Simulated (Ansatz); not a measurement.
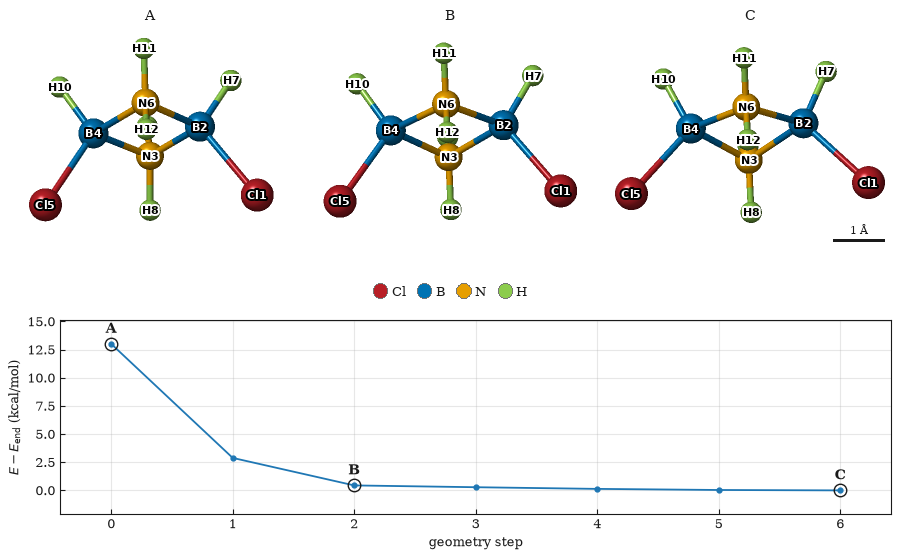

Frames of a relaxation of B$_{2}$N$_{2}$H$_{6}$Cl$_{2}$ (coarse preliminary run), marked on the history of the run. A ball-and-stick model, seen from a free direction.

The start comes from a force field.

Method: RKS PBE-D4/def2-SVP (Ansatz 0.2.0). (force threshold 0.03 eV/Å; at most 200 steps)

> Describe the path.

Over 6 geometry steps the energy falls by 13.0 kcal/mol. Largest force component: 4 eV/Å at the start, 0.012 eV/Å at the end. The largest moves after the best rigid fit, 0.37 Å, are those of Cl and H atoms. Largest moves by element: Cl 0.37 Å, H 0.37 Å, B 0.11 Å, N 0.09 Å. Among the contacts that change: B–N 1.510 → 1.601 Å, H–N 1.106 → 1.026 Å, B–N 1.555 → 1.601 Å, H–N 1.065 → 1.026 Å. Among the angles between lasting bonds that change: H–N–H 117.2° → 108.9°, B–N–H 109.5° → 116.6°, B–N–H 111.5° → 116.6°. The run took 13 s on 4 threads of Arm Neoverse V1, with other jobs on the host. From step 0 to 2: an H atom moves most (0.21 Å), energy −12.6 kcal/mol. From step 2 to 6: Cl atoms move most (0.24 Å), energy −0.44 kcal/mol.

```
step  E − E(0), kcal/mol  largest force component, eV/Å
   0                0.00                         4.0382
   1              -10.13                         1.6884
   2              -12.57                         0.1728
   3              -12.73                         0.0549
   4              -12.88                         0.1125
   5              -12.98                         0.1074
   6              -13.01                         0.0123
```
